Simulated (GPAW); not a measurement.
# Optical response of SrCl2

Wanted: where SrCl2 starts to absorb, how strongly, and its refractive index.

Main program and level: GPAW 26.7.0; DFT, LDA, plane-wave PAW (GPAW data sets), scalar-relativistic, RPA, optical limit.

### 1. The starting structure

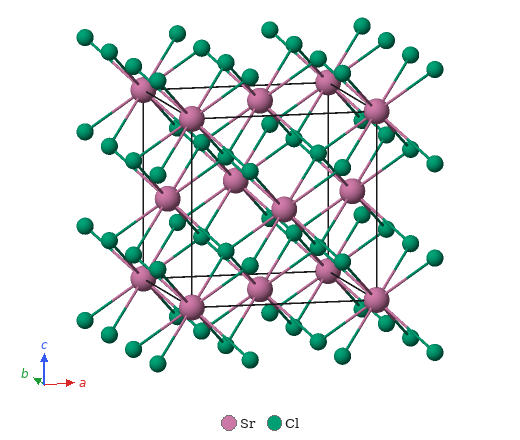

The cell as given, slightly off an axis (strontium pink, chlorine teal). This picture shows the conventional cell, with its axes. Some periodic images of atoms are drawn too.

As a file:

```cif
data_structure
_symmetry_space_group_name_H-M 'Fm-3m'
_symmetry_Int_Tables_number 225
_cell_length_a 6.9767
_cell_length_b 6.9767
_cell_length_c 6.9767
_cell_angle_alpha 90.000
_cell_angle_beta 90.000
_cell_angle_gamma 90.000
_cell_volume 339.59
loop_
_atom_site_label
_atom_site_type_symbol
_atom_site_symmetry_multiplicity
_atom_site_Wyckoff_symbol
_atom_site_fract_x
_atom_site_fract_y
_atom_site_fract_z
_atom_site_occupancy
Sr1 Sr 4 a 0.00000 0.00000 0.00000 1
Cl1 Cl 8 c 0.25000 0.25000 0.75000 1
```

### 2. Ground state

First the ground state: is it a metal or has it a gap?

This step: DFT, LDA, plane-wave PAW (GPAW data sets), scalar-relativistic, ground state (GPAW 26.7.0).

Input file gs.py:

```python
from ase import Atoms
from ase.dft.bandgap import bandgap
from gpaw import GPAW, PW, FermiDirac

atoms = Atoms(['Sr', 'Cl', 'Cl'],
              cell=[[0.00000000, 3.48835000, 3.48835000],
                    [3.48835000, 0.00000000, 3.48835000],
                    [3.48835000, 3.48835000, 0.00000000]],
              scaled_positions=[[0.00000000, 0.00000000, 0.00000000],
                                [0.75000000, 0.75000000, 0.75000000],
                                [0.25000000, 0.25000000, 0.25000000]],
              pbc=[True, True, True])
atoms.calc = GPAW(mode=PW(500), xc='LDA', kpts={'size': (6, 6, 6), 'gamma': True},
                  occupations=FermiDirac(0.05), maxiter=150, txt='gs.txt')
print('energy (eV)', atoms.get_potential_energy())
print('Fermi level (eV)', atoms.calc.get_fermi_level())
print('valence electrons', atoms.calc.get_number_of_electrons())
print('gap (eV)', bandgap(atoms.calc, output=None)[0])
print('direct gap (eV)', bandgap(atoms.calc, direct=True, output=None)[0])
atoms.calc.write('gs.gpw')
```

Started as:

```console
$ OMP_NUM_THREADS=1 python gs.py
```

Numbers of over 12 decimals in the logs are rounded to 6 here.

What it wrote:

```text
__  _  _
 | _ |_)|_||  |
 |__||  | ||/\| - 26.7.0

Versions:
  Python: 3.12.14
  ASE:    3.29.0
  Numpy:  2.5.5
  Scipy:  1.18.1
  Libxc:  7.0.0

Input parameters:
  mode=PW(ecut=500.0),
  kpts=MonkhorstPack(size=(6, 6, 6), gamma=True),
  maxiter=150,
  occupations=Occupations(name='fermi-dirac', width=0.05, fixmagmom=False),
  xc=XC(name='LDA')

Diagonalizing LCAO Hamiltonian
Converting LCAO to pw mode

                        Cl

             Cl

       Sr

Atoms  # Å, Bohr magnetons
|   | symbol |        x |        y |        z |    initial magnetic moments |
| 0 |     Sr | 0.000000 | 0.000000 | 0.000000 | ( 0.0000,  0.0000,  0.0000) |
| 1 |     Cl | 5.232525 | 5.232525 | 5.232525 | ( 0.0000,  0.0000,  0.0000) |
| 2 |     Cl | 1.744175 | 1.744175 | 1.744175 | ( 0.0000,  0.0000,  0.0000) |

Unit cell  # Å
| periodic |        x |        y |        z |  lengths |    angles |
|      yes | 0.000000 | 3.488350 | 3.488350 | 4.933272 | 60.000000 |
|      yes | 3.488350 | 0.000000 | 3.488350 | 4.933272 | 60.000000 |
|      yes | 3.488350 | 3.488350 | 0.000000 | 4.933272 | 60.000000 |

Number of symmetries: 48
Symmetry operations  # r_c * U_cc + t_c -> r_c
|    | kind |            matrix            |
|  0 |  σ   |  1, 0, 0,  1, 0,-1,  1,-1, 0 |
|  1 |  C2  |  1, 0, 0,  1,-1, 0,  1, 0,-1 |
|  2 |  E   |  1, 0, 0,  0, 1, 0,  0, 0, 1 |
|  3 |  σ   |  1, 0, 0,  0, 0, 1,  0, 1, 0 |
|  4 |  C4  |  1, 0,-1,  1, 0, 0,  1,-1, 0 |
|  5 |  S6  |  1, 0,-1,  1,-1, 0,  1, 0, 0 |
|  6 |  σ   |  1, 0,-1,  0, 1,-1,  0, 0,-1 |
|  7 |  C3  |  1, 0,-1,  0, 0,-1,  0, 1,-1 |
|  8 |  S6  |  1,-1, 0,  1, 0, 0,  1, 0,-1 |
|  9 |  C4  |  1,-1, 0,  1, 0,-1,  1, 0, 0 |
| 10 |  C3  |  1,-1, 0,  0,-1, 1,  0,-1, 0 |
| 11 |  σ   |  1,-1, 0,  0,-1, 0,  0,-1, 1 |
| 12 |  σ   |  0, 1, 0,  1, 0, 0,  0, 0, 1 |
| 13 |  C4  |  0, 1, 0,  0, 1,-1, -1, 1, 0 |
| 14 |  C3  |  0, 1, 0,  0, 0, 1,  1, 0, 0 |
| 15 |  S6  |  0, 1, 0, -1, 1, 0,  0, 1,-1 |
| 16 |  C2  |  0, 1,-1,  1, 0,-1,  0, 0,-1 |
| 17 |  σ   |  0, 1,-1,  0, 1, 0, -1, 1, 0 |
| 18 |  S4  |  0, 1,-1,  0, 0,-1,  1, 0,-1 |
| 19 |  C4  |  0, 1,-1, -1, 1, 0,  0, 1, 0 |
| 20 |  C3  |  0, 0, 1,  1, 0, 0,  0, 1, 0 |
| 21 |  σ   |  0, 0, 1,  0, 1, 0,  1, 0, 0 |
| 22 |  S6  |  0, 0, 1,  0,-1, 1, -1, 0, 1 |
| 23 |  C4  |  0, 0, 1, -1, 0, 1,  0,-1, 1 |
| 24 |  S4  |  0, 0,-1,  1, 0,-1,  0, 1,-1 |
| 25 |  C3  |  0, 0,-1,  0, 1,-1,  1, 0,-1 |
| 26 |  C2  |  0, 0,-1,  0,-1, 0, -1, 0, 0 |
| 27 |  S6  |  0, 0,-1, -1, 0, 0,  0,-1, 0 |
| 28 |  S4  |  0,-1, 1,  1,-1, 0,  0,-1, 0 |
| 29 |  C4  |  0,-1, 1,  0, 0, 1, -1, 0, 1 |
| 30 |  C2  |  0,-1, 1,  0,-1, 0,  1,-1, 0 |
| 31 |  σ   |  0,-1, 1, -1, 0, 1,  0, 0, 1 |
| 32 |  C3  |  0,-1, 0,  1,-1, 0,  0,-1, 1 |
| 33 |  S6  |  0,-1, 0,  0, 0,-1, -1, 0, 0 |
| 34 |  S4  |  0,-1, 0,  0,-1, 1,  1,-1, 0 |
| 35 |  C2  |  0,-1, 0, -1, 0, 0,  0, 0,-1 |
| 36 |  C2  | -1, 1, 0,  0, 1, 0,  0, 1,-1 |
| 37 |  S6  | -1, 1, 0,  0, 1,-1,  0, 1, 0 |
| 38 |  S4  | -1, 1, 0, -1, 0, 1, -1, 0, 0 |
| 39 |  C3  | -1, 1, 0, -1, 0, 0, -1, 0, 1 |
| 40 |  S6  | -1, 0, 1,  0, 0, 1,  0,-1, 1 |
| 41 |  C2  | -1, 0, 1,  0,-1, 1,  0, 0, 1 |
| 42 |  C3  | -1, 0, 1, -1, 1, 0, -1, 0, 0 |
| 43 |  S4  | -1, 0, 1, -1, 0, 0, -1, 1, 0 |
| 44 |  C2  | -1, 0, 0,  0, 0,-1,  0,-1, 0 |
| 45 |  i   | -1, 0, 0,  0,-1, 0,  0, 0,-1 |
| 46 |  σ   | -1, 0, 0, -1, 1, 0, -1, 0, 1 |
| 47 |  C2  | -1, 0, 0, -1, 0, 1, -1, 1, 0 |

BZ-sampling:
  Number of BZ points: 216
  Number of IBZ points: 16

  Monkhorst-Pack size: [6, 6, 6]
  Monkhorst-Pack shift: [0.083333, 0.083333, 0.083333]

K-points  # in reciprocal-cell coordinates
|     |                                coordinates |     weight |
|   0 | (  0.00000000,   0.00000000,   0.00000000) | 0.00462963 |
|   1 | (  0.16666667,   0.16666667,   0.00000000) | 0.02777778 |
|   2 | (  0.16666667,   0.16666667,   0.16666667) | 0.03703704 |
|   3 | (  0.33333333,   0.16666667,   0.16666667) | 0.05555556 |
|   4 | (  0.33333333,   0.33333333,  -0.33333333) | 0.05555556 |
|   5 | (  0.33333333,   0.33333333,   0.00000000) | 0.02777778 |
|   6 | (  0.33333333,   0.33333333,   0.16666667) | 0.11111111 |
|   7 | (  0.33333333,   0.33333333,   0.33333333) | 0.03703704 |
|   8 | (  0.50000000,   0.33333333,  -0.33333333) | 0.11111111 |
|   9 | (  0.50000000,   0.33333333,  -0.16666667) | 0.05555556 |
| ... |                                            |            |
|  15 | (  0.50000000,   0.50000000,   0.50000000) | 0.01851852 |

Plane wave coefficients: 2176
Cutoff: 500.0 eV

Spin-components: 1 (collinear spins)
Bands:           13
Projectors:      15
Spin-degeneracy: 2
Datatype:        complex128

Parallelization:
  kpt:    1
  domain: 1
  band:   1

Density:
  Valence electrons: 24.0
  Components: 1
  Grid points: [27 27 27]
  Charge: 0.0  # |e|

Potential:
  Grid points: [27 27 27]

species:
  Sr:
    name:    Strontium
    id:
    Z:       38.0
    valence: 10
    core:    28
    charge:  0.0  # [|e|]
    compensation charges:
      type: gauss
      rc: 0.40  # [Å]
      lmax: 2
    cutoffs:
      filter: 2.39  # [Å]
      core: 1.85  # [Å]
    projectors
    | kind |    occ | energy [eV] | rcut [Å] |
    |   4s |  2.000 |     -40.901 |    1.291 |
    |   5s |  2.000 |      -3.641 |    1.291 |
    |   4p |  6.000 |     -22.864 |    1.291 |
    |    p |        |       4.348 |    1.291 |
    |    d |        |       0.000 |    1.254 |

    Using partial waves for Sr as LCAO basis

  Cl:
    name:    Chlorine
    id:
    Z:       17.0
    valence: 7
    core:    10
    charge:  0.0  # [|e|]
    compensation charges:
      type: gauss
      rc: 0.25  # [Å]
      lmax: 2
    cutoffs:
      filter: 1.40  # [Å]
      core: 1.49  # [Å]
    projectors
    | kind |    occ | energy [eV] | rcut [Å] |
    |   3s |  2.000 |     -20.688 |    0.794 |
    |   3p |  5.000 |      -8.701 |    0.794 |
    |    s |        |       6.523 |    0.794 |
    |    p |        |      18.511 |    0.794 |
    |    d |        |       0.000 |    0.794 |

    Using partial waves for Cl as LCAO basis

Reference energy: -111434.994330  # eV

eigensolver:
  PPCG
  Converge bands: occupied
  niter=2

density mixing:
  MSR1-Mixer
  Pratt-step length: 0.05
  Maximum mixing coefficient: 0.75
  Old densities: 10
  SVD Regularization: 0.005
  Good broyden scale: 1.0
  Trust region scale: 1.0
  Backstep threshold: 4.0
  History deletion threshold: 6.0
  Fourier metric: weight=20.0, sigma=0.015

occupation numbers:
  Fermi-Dirac:
    width: 0.0500  # eV

poisson solver:
  ecut: 4000.0  # eV

xc functional:
  name: None

convergence criteria:
- Maximum [total energy] change in last 3 cyles: 0.0005 eV / valence electron
- Maximum integral of absolute [dens]ity change: 0.0001 electrons / valence electron
- Maximum integral of absolute [eigenst]ate change: 4e-08 eV^2 / valence electron
maximum number of iterations: 150

SCF iterations
|iter     |      energy | eigst |  dens |
|iter:   1||  -14.228682 | -0.27 |       |
|iter:   2||  -14.205192 | -2.07 | -1.28 |
|iter:   3||  -14.057466 | -1.51 | -1.31 |
|iter:   4||  -14.052757 | -2.79 | -1.80 |
|iter:   5||  -14.053785c| -4.31 | -2.23 |
|iter:   6||  -14.053816c| -5.30 | -2.99 |
|iter:   7||  -14.053818c| -6.42 | -3.45 |
|iter:   8||  -14.053818c| -7.77c| -4.61c|

Converged in 8 steps
SCF loop duration: 6.523 s (0.815 s/step)
Energy contributions relative to reference atoms: (reference = -111434.994330)

Energy contributions:
  Kinetic:           8.186796
  Coulomb:          -8.036205
  Zero:             -0.182881
  External:          0.000000
  Xc:              -14.021528
  Entropy:           0.000000
  Spinorbit:         0.000000
  ----------------------------
  Free energy:     -14.053818
  Extrapolated:    -14.053818

dipole moment: (-27.322163, -27.322163, -27.322163)  # |e|*Ang

Fermi level: 3.542
Eigenvalues  # (at kpt = [0.000, 0.000, 0.000])
| band index |      eig [eV] | occ [0-2] |
|          0 |       -31.276 |     2.000 |
|        ... |               |           |
|          4 |       -11.811 |     2.000 |
|          5 |       -10.932 |     2.000 |
|          6 |        -0.734 |     2.000 |
|          7 |        -0.734 |     2.000 |
|          8 |        -0.734 |     2.000 |
|          9 |         1.092 |     2.000 |
|         10 |         1.092 |     2.000 |
|         11 |         1.092 |     2.000 |
|         12 |         6.320 |     0.000 |

Gap: 4.883 eV
Transition (v -> c):
  (s=0, k=12, n=11, [0.50, 0.50, 0.00]) -> (s=0, k=0, n=12, [0.00, 0.00, 0.00])
Direct/indirect transitions are different
Direct gap: 5.167 eV
Transition at: (s=0, k=12, n=11, [0.50, 0.50, 0.00])

--- standard output ---
energy (eV) -14.053818
Fermi level (eV) 3.542436
valence electrons 24.0
gap (eV) 4.882766
direct gap (eV) 5.167210
```

Elapsed: 7.9 s, on 1 thread of Arm Neoverse V2, shared host; peak memory 0.15 GiB.

Numbers from this step:

| Property | Result |
| --- | --- |
| energy | -14.05 eV |
| Fermi energy | 3.542 eV |
| gap on the k-mesh | 4.883 eV |
| direct gap on the mesh | 5.167 eV |
| electrons | 24 |

There is a gap, 4.88 eV on this mesh (points off the mesh can give less), so no carriers' term is needed.

### 3. Bands for the response

At the fixed density, many empty bands are solved on the mesh of the response, since the spectrum sums over them.

This step: DFT, LDA, plane-wave PAW (GPAW data sets), scalar-relativistic, bands at fixed density (GPAW 26.7.0).

Input file nscf.py:

```python
from ase.dft.bandgap import bandgap
from gpaw import GPAW, FermiDirac

calc = GPAW('gs.gpw').fixed_density(kpts={'size': (8, 8, 8), 'gamma': True}, nbands=31, convergence={'bands': 25},
                                    occupations=FermiDirac(0.001), txt='nscf.txt')
print('gap (eV)', bandgap(calc, output=None)[0])
print('direct gap (eV)', bandgap(calc, direct=True, output=None)[0])
calc.write('full.gpw', mode='all')
```

Started as:

```console
$ OMP_NUM_THREADS=1 python nscf.py
```

What it wrote:

```text
Diagonalizing LCAO Hamiltonian
Converting LCAO to pw mode
convergence criteria:
- Maximum integral of absolute [eigenst]ate change: 4e-08 eV^2 / valence electron
maximum number of iterations: 150

SCF iterations
|iter     |      energy | eigst |  dens |
|iter:   1||             | +2.68 |       |
|iter:   2||             | +1.17 |       |
|iter:   3||             | -0.26 |       |
|iter:   4||             | -1.58 |       |
|iter:   5||             | -2.79 |       |
|iter:   6||             | -3.96 |       |
|iter:   7||             | -5.09 |       |
|iter:   8||             | -6.20 |       |
|iter:   9||             | -7.23 |       |
|iter:  10||             | -7.79c|       |
SCF steps: 10
  __  _  _
 | _ |_)|_||  |
 |__||  | ||/\| - 26.7.0

Versions:
  Python: 3.12.14
  ASE:    3.29.0
  Numpy:  2.5.5
  Scipy:  1.18.1
  Libxc:  7.0.0

Input parameters:
  mode=PW(ecut=500.0),
  convergence={'bands': 25},
  gpts=array([27, 27, 27]),
  kpts=MonkhorstPack(size=(8, 8, 8), gamma=True),
  maxiter=150,
  nbands=31,
  occupations=Occupations(name='fermi-dirac', width=0.001, fixmagmom=False),
  parallel={},
  xc=XC(name='LDA')

--- standard output ---
gap (eV) 4.882766
direct gap (eV) 5.167210
```

Wall time 34 s (1 thread); peak memory 0.2 GiB.

### 4. Dielectric function, RPA

Local fields let the induced charge screen the field inside the cell, which as a rule lowers ε, most along directions where the density is uneven.

This step: DFT, LDA, plane-wave PAW (GPAW data sets), scalar-relativistic, RPA, optical limit (GPAW 26.7.0).

Input file df.py:

```python
from gpaw.response.df import DielectricFunction

df = DielectricFunction('full.gpw', frequencies={'type': 'nonlinear', 'domega0': 0.03, 'omega2': 8},
                        ecut=30,
                        eta=0.2,
                        nbands=25,
                        txt='df.txt')
for direction in ['x']:
    df.get_dielectric_function(xc='RPA', direction=direction, filename=f'df_{direction}.csv')
```

Started as:

```console
$ OMP_NUM_THREADS=1 python df.py
```

What it wrote:

```text
Using integrator: PointIntegrator
NonLinearFrequencyDescriptor(from 0.000 to 49.462 eV, 464 points)
Nonperiodic BCs:  [False False False]
Using integrator: PointIntegrator
NonLinearFrequencyDescriptor(from 0.000 to 49.462 eV, 464 points)
Nonperiodic BCs:  [False False False]

Calculating chi0 body with:
    Ground state adapter containing:
    Number of spins: 1
    Number of kpoints: 512
    Number of irreducible kpoints: 29
    Number of completely occupied states: 12
    Number of partially occupied states: 12

    Linear response parametrization:
    q_c: [0.0, 0.0, 0.0]
    Number of frequency points: 464
    Planewave cutoff: 30.0
    Number of bands: 25
    Number of planewaves: 27
    Broadening (eta): 0.2

Integrating chi0 body.

Symmetries of q_c:
    Direct symmetries (Uq -> q): 48
    Indirect symmetries (TUq -> q): 0
In total 48 allowed symmetries.

29 groups of equivalent kpoints. 94.3359375% reduction.

Integral kind: spectral function

Calculating chi0 optical extensions with:
    Ground state adapter containing:
    Number of spins: 1
    Number of kpoints: 512
    Number of irreducible kpoints: 29
    Number of completely occupied states: 12
    Number of partially occupied states: 12

    Linear response parametrization:
    Number of frequency points: 464
    Planewave cutoff: 30.0
    Number of bands: 25
    Number of planewaves: 27
    Broadening (eta): 0.2
Integrating chi0 head and wings.

Symmetries of q_c:
    Direct symmetries (Uq -> q): 48
    Indirect symmetries (TUq -> q): 0
In total 48 allowed symmetries.

29 groups of equivalent kpoints. 94.3359375% reduction.

Integral kind: spectral function wings
```

Elapsed: 6.7 s, on 1 thread; peak memory 0.22 GiB.

Read-outs, printed or worked out from the files:

```
electronic dielectric constant ε∞, mean over x, y and z (by symmetry where fewer were run) : 2.829
main peak of Im epsilon, first axis                                                        : 7.375 eV
```

The Im ε, E ∥ x has structure finer than the step of the table below, so its rows give means over 1 eV, whole bins alone (the curve runs from 0 to 10.7 eV). Peaks (eV: height): 7.4: 4.67.

Values under the direct gap are tails of Lorentzian lines. Im ε, E ∥ x against photon energy; means over each step:

| photon energy (eV) | Im ε, E ∥ x |
| --- | --- |
| 1 | 0.00954 |
| 2 | 0.0213 |
| 3 | 0.0391 |
| 4 | 0.0753 |
| 5 | 0.245 |
| 6 | 1.17 |
| 7 | 3.30 |
| 8 | 4.07 |
| 9 | 2.85 |
| 10 | 2.41 |

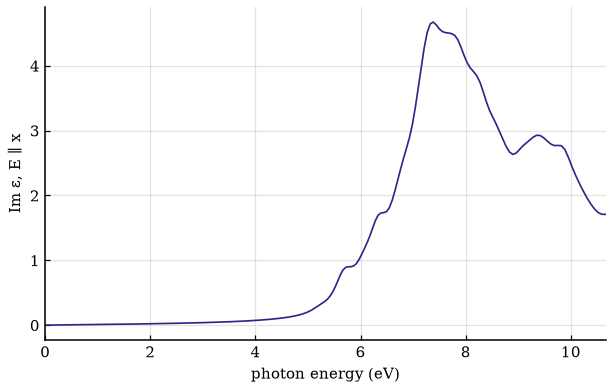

Im ε, E ∥ x against photon energy.

Table of Re ε, E ∥ x by photon energy:

| photon energy (eV) | Re ε, E ∥ x |
| --- | --- |
| 0 | 2.83 |
| 1 | 2.85 |
| 2 | 2.93 |
| 3 | 3.07 |
| 4 | 3.34 |
| 5 | 3.90 |
| 6 | 4.66 |
| 7 | 5.13 |
| 8 | 1.72 |
| 9 | 1.34 |
| 10 | 0.368 |

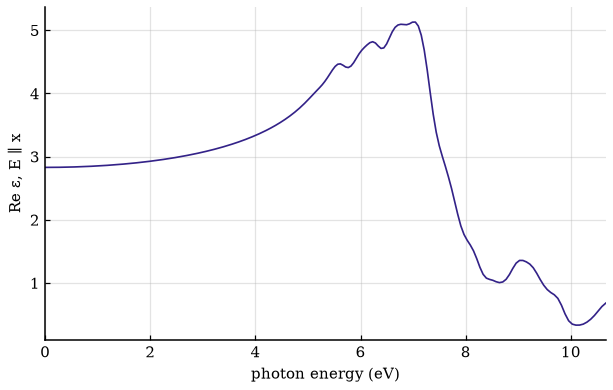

Re ε, E ∥ x, plotted against photon energy.

Values under the direct gap are tails of Lorentzian lines. The loss function −Im 1/ε at q → 0, E ∥ x by energy loss; read off at these points:

| energy loss (eV) | loss function −Im 1/ε at q → 0, E ∥ x |
| --- | --- |
| 0.0 | 0 |
| 1.0 | 0.00116 |
| 2.0 | 0.00246 |
| 3.0 | 0.00408 |
| 4.0 | 0.00654 |
| 5.0 | 0.0134 |
| 6.0 | 0.0464 |
| 7.0 | 0.0871 |
| 8.0 | 0.208 |
| 9.0 | 0.298 |
| 10.0 | 0.394 |
| 10.5 | 0.522 |

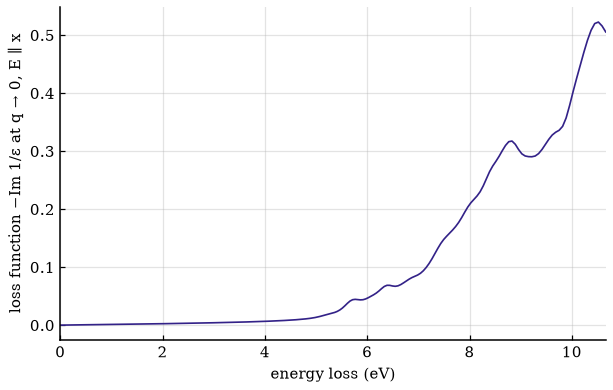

Loss function −Im 1/ε at q → 0, E ∥ x, plotted against energy loss.

The refractive index n and extinction k by photon energy:

| photon energy (eV) | n | k |
| --- | --- | --- |
| 0 | 1.68 | 0 |
| 1 | 1.69 | 0.00280 |
| 2 | 1.71 | 0.00615 |
| 3 | 1.75 | 0.0110 |
| 4 | 1.83 | 0.0199 |
| 5 | 1.98 | 0.0519 |
| 6 | 2.17 | 0.244 |
| 7 | 2.36 | 0.670 |
| 8 | 1.75 | 1.17 |
| 9 | 1.47 | 0.912 |
| 10 | 1.20 | 1.04 |

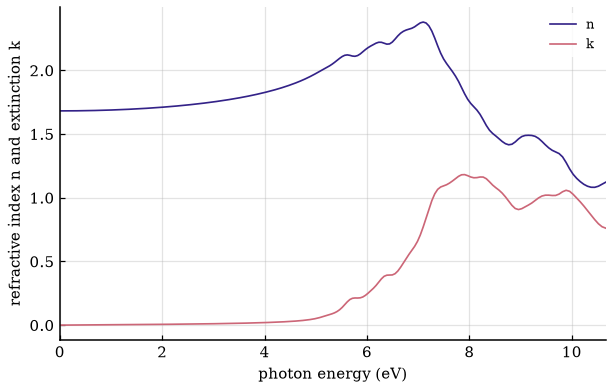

Refractive index n and extinction k, plotted against photon energy.

Values under the direct gap are tails of Lorentzian lines. Table of Im ε, E ∥ x by photon energy; read off at these points:

| photon energy (eV) | without local fields | with local fields |
| --- | --- | --- |
| 0.00 | 0 | 0 |
| 0.50 | 0.00591 | 0.00461 |
| 1.00 | 0.0121 | 0.00946 |
| 1.50 | 0.0190 | 0.0148 |
| 2.00 | 0.0270 | 0.0210 |
| 2.50 | 0.0368 | 0.0286 |
| 3.00 | 0.0496 | 0.0385 |
| 3.50 | 0.0671 | 0.0521 |
| 4.00 | 0.0935 | 0.0728 |
| 4.50 | 0.139 | 0.109 |
| 5.00 | 0.251 | 0.205 |
| 5.50 | 0.648 | 0.563 |
| 6.00 | 1.29 | 1.06 |
| 6.50 | 2.38 | 1.76 |
| 7.00 | 4.77 | 3.17 |
| 7.32 | 6.92 | 4.64 |
| 7.38 | 6.87 | 4.67 |
| 7.50 | 6.51 | 4.57 |
| 8.00 | 5.24 | 4.10 |
| 8.50 | 3.82 | 3.23 |
| 9.00 | 3.62 | 2.69 |
| 9.28 | 3.98 | 2.90 |
| 9.50 | 3.73 | 2.88 |
| 10.00 | 2.70 | 2.49 |
| 10.50 | 2.07 | 1.75 |

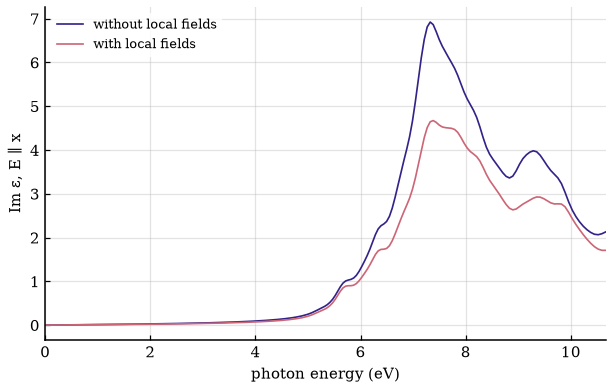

Im ε, E ∥ x against photon energy.

At chosen wavelengths:

| wavelength (nm) | n | k | R (%) | 1/α |
| --- | --- | --- | --- | --- |
| 1550 | 1.69 | 0.002 | 6.5 | 56 µm |
| 800 | 1.70 | 0.005 | 6.7 | 14 µm |
| 633 | 1.71 | 0.006 | 6.9 | 8.4 µm |
| 532 | 1.72 | 0.008 | 7.0 | 5.6 µm |
| 450 | 1.74 | 0.010 | 7.3 | 3.7 µm |
| 365 | 1.78 | 0.014 | 7.8 | 2.1 µm |
| 193 | 2.21 | 0.393 | 15.4 | 39 nm |

Below the direct gap, k and the depth come from the tails of the Lorentzian lines, not from transitions.

Rows near the edge hang on the gap, which this functional as a rule makes too small, and phonon-assisted absorption is left out.

### 5. What came out

- electronic dielectric constant ε∞, mean over x, y and z (by symmetry where fewer were run) (RPA): 2.83
- main peak of Im epsilon, first axis: 7.38 eV

In words: At this level (LDA, RPA) SrCl2 has ε∞ = 2.83 and n = 1.69 at 1550 nm, and Im ε peaks at 7.4 eV. On the mesh the gap is 4.88 eV and the least direct gap 5.17 eV, so on this mesh the band edges lie at different points. Local fields change the static value along x from 3.18 to 2.83 (-11 %). Distinct maxima of Im ε, read by a parabola through the highest points, lie at 7.38 eV (4.7) and 9.37 eV (2.9). Excitons and phonon-assisted transitions are missing; LDA gaps are as a rule too small, which pulls the onset down and ε∞ up. The sum runs over mesh points, so small or evenly spaced maxima can still be ripples of the mesh. The curves end at 11 eV, about where the summed bands run out.

[Machine, clock and banner lines and Python warnings are left out of the logs.]

[Logs are printed without paths, hosts, clocks, repeated set-up lines and the standing remarks that a program may print on its own settings, such as how far it seeks lower states.]

[Hosts, paths, dates, database ids (printed as entryN), source tags and the programs' standing remarks are cut or masked in the printed files.]
